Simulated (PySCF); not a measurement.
# C₄H₃FN₂, SMILES `N#C/C(C=N)=C/F`: electronic structure

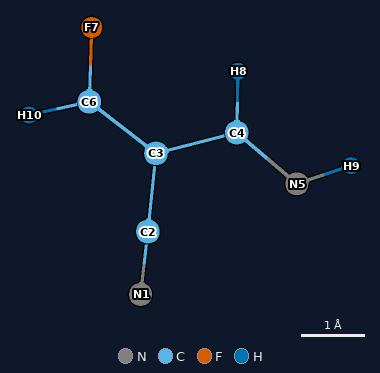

The molecule, with its atoms numbered as below. No frequency check shows the geometry to be a minimum.

Geometry (Å), atoms numbered from 1:

```
N1       2.0853   -1.5711    0.0000
C2       1.1356   -0.9336    0.0000
C3      -0.0522   -0.1561    0.0000
C4       0.0676    1.3051    0.0000
N5       1.2045    1.8401    0.0000
C6      -1.2318   -0.7921    0.0000
F7      -2.3897   -0.1385    0.0000
H8      -0.8946    1.8336    0.0000
H9       1.2170    2.8561    0.0000
H10     -1.3578   -1.8661    0.0000
```

Part 1: Bonding charge

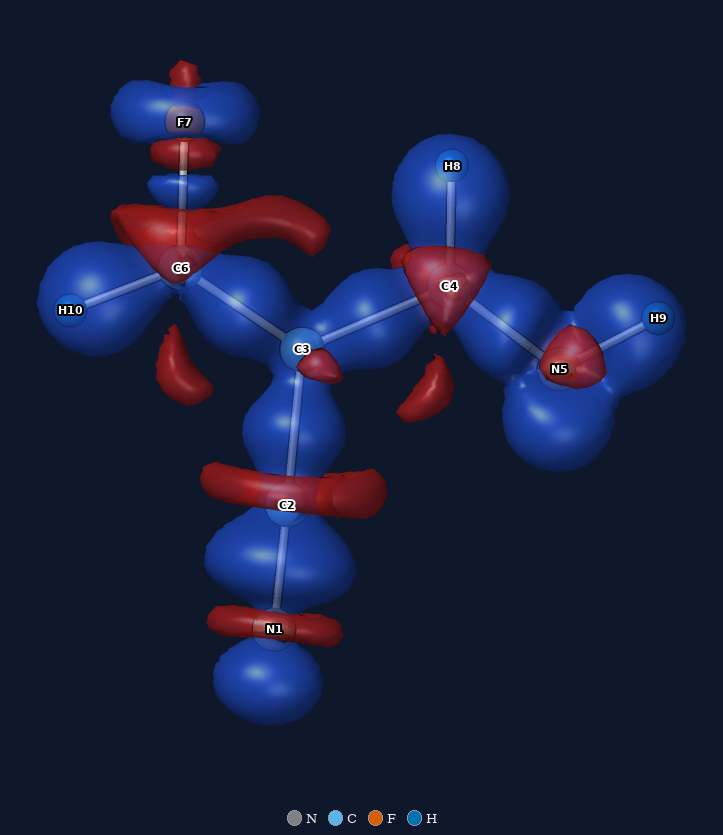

Deformation density (molecule less spherical, spin-averaged free atoms at the same positions), surfaces at ±0.1 e/Å³; blue: gain, red: loss.

PySCF calculation, B3LYP/def2-TZVP, gas phase; geometry: GFN2-xTB.

Describe the bonding that the map shows.

Answer. N1–C2: +1.05 e/Å³ at the bond critical point (bond length 1.14 Å, Mayer order 3.0). C6–H10: +0.85 e/Å³ at the bond critical point (bond length 1.08 Å, Mayer order 1.0). N5–H9: +0.85 e/Å³ at the bond critical point (bond length 1.02 Å, Mayer order 0.9). C3–C6: +0.80 e/Å³ at the bond critical point (bond length 1.34 Å, Mayer order 1.7). C4–H8: +0.78 e/Å³ at the bond critical point (bond length 1.10 Å, Mayer order 1.0). C4–N5: +0.76 e/Å³ at the bond critical point (bond length 1.26 Å, Mayer order 2.2). C3–C4: +0.59 e/Å³ at the bond critical point (bond length 1.47 Å, Mayer order 1.0). C2–C3: +0.57 e/Å³ at the bond critical point (bond length 1.42 Å, Mayer order 1.0). C6–F7: +0.01 e/Å³ at the bond critical point (bond length 1.33 Å, Mayer order 1.1); up to 0.6 Å beside the axis the gain reaches +0.31 e/Å³. In all, 2.6 electrons gather in the regions of gain relative to the promolecule. A small or negative value marks a very polar bond, one between electron-rich atoms, whose free-atom densities already overlap strongly, a long bond to a heavier atom, or a closed-shell contact such as a hydrogen bond.

Where do the Hirshfeld charges lie?

Answer. The highest Hirshfeld charge is on H9 (+0.12 e), the lowest on N1 (−0.21 e).

Part 2: Bond critical points

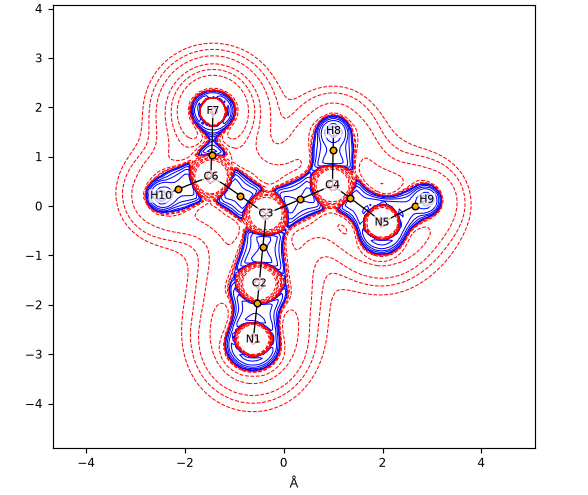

Negative Laplacian of the density (−∇²ρ) in the molecular plane (solid blue lines positive, dashed red lines negative, contours at ±0.02 to ±8 a.u.), with bond paths and bond critical points (dots).

At which bond critical points in this plane is charge locally concentrated, and at which depleted?

Answer. Concentrated (∇²ρ < 0): N1–C2 (−0.10 a.u.); C4–N5 (−1.20 a.u.); C3–C6 (−1.11 a.u.); N5–H9 (−1.65 a.u.); C6–H10 (−1.13 a.u.); C2–C3 (−0.86 a.u.); C4–H8 (−1.01 a.u.); C3–C4 (−0.80 a.u.); C6–F7 (−0.03 a.u.). At none is it depleted.

Where along N5–H9 does the critical point lie?

Answer. 0.75 Å from N5 and 0.27 Å from H9.

Part 3: Local ionisation energy

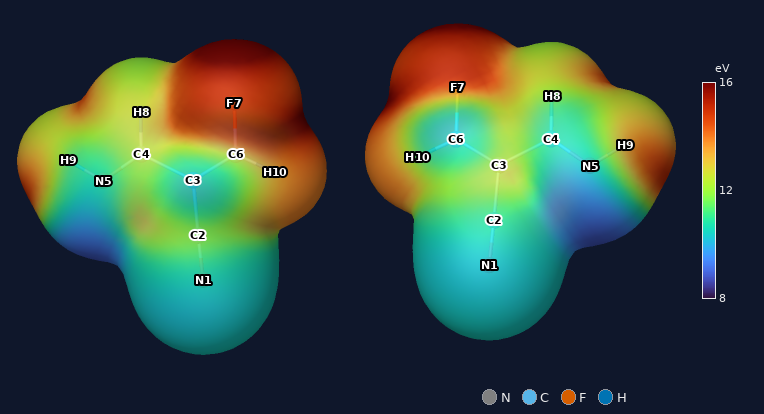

Average local ionisation energy on the surface of electron density 0.001 a.u. (back view left, front view right).

Where are the most loosely bound electrons on this surface?

Answer. The lowest value is 8.8 eV, 2.0 Å from N5. Further minima include 10.2 eV, off the molecular plane, over N1 (1.9 Å), and at like points elsewhere; 10.3 eV, off the C3–C6 bond (2.1 to 2.2 Å from its atoms), and at like points elsewhere; 11.9 eV, 1.4 Å from H8. For comparison, the highest occupied orbital lies at −8.0 eV.

Part 4: In an electric field

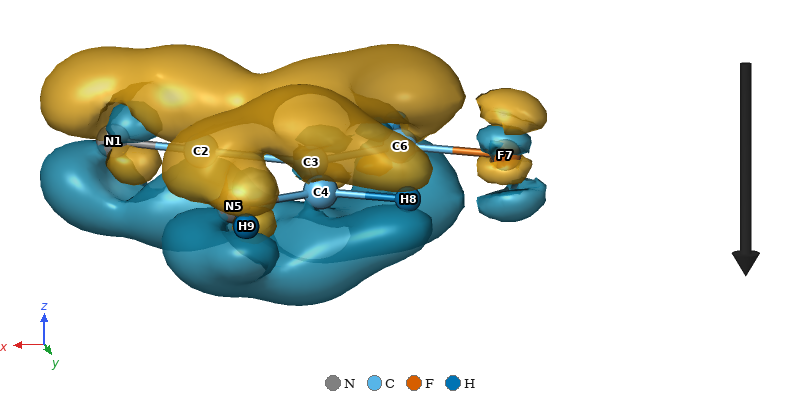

Change of the electron density in a uniform field of 0.10 V/Å along −z (arrow), surfaces at ±0.0006 e/Å³ (yellow: gain, teal: loss).

Computed with PySCF, HF/cc-pVDZ, geometry: GFN2-xTB. A basis without diffuse functions makes polarisabilities too small.

What dipole is induced, and what polarisability does it imply?

Answer. The induced dipole is 0.12 D (along the field); α along this axis, from the fields in both directions, is 23 bohr³ (3.4 Å³).

Which atoms gain and lose the most charge?

Answer. Hardly any: no atom's Hirshfeld charge changes by as much as 0.002 e. The density shifts from one side of each atom to the other; 0.017 electrons are displaced in all.

The PySCF runs shown took 32 s and 4.6 s on 1 thread of AMD EPYC 7R43 64-Core Processor (Zen 3) (shared host).
